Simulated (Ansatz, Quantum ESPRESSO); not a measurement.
# Predicting the next point of a tunnelling series: vacuum gaps between two Pb(111) faces

How the rows were computed: Quantum ESPRESSO 7.5 (pw.x, pwcond.x), PBE, GBRV ultrasoft; geometry as built. T is the transmission per spin at the Fermi level, averaged over the mesh across the current, in a cell of 10.96 Å². The series steps the width of the vacuum gap.

```
width (Å)        T
        5    0.183
        6   0.0329
        7  0.00716
        8  0.00104
```

To predict: What is T at 9 Å?

By hand: In the tunnelling regime ln T falls linearly. The last two rows give a slope of ln(0.00716/0.00104)/(8 − 7) = 1.929 per Å, so T(9) ≈ 0.00104 × exp(−1.929 × 1) = 0.000151.

**The withheld run.** T = 0.000153; the estimate is 0.98 times that. The slope over the last interval is 1.914: the same within 8 %. Points of the mesh with over 2.5 times the mean carry 53 % of this T, so the value leans on the mesh. A second code, Ansatz 0.2.0, gives 0.000142.

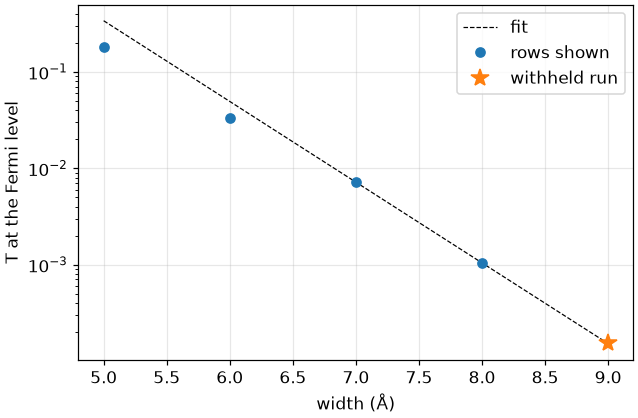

The rows shown, the fit and the withheld run.

**Limits.** Short leads, unrelaxed atoms, a barrier without the image potential and an untested mesh.

[Logs are printed without paths, hosts, clocks, repeated set-up lines and the standing remarks that a program may print on its own settings, such as how far it seeks lower states.]
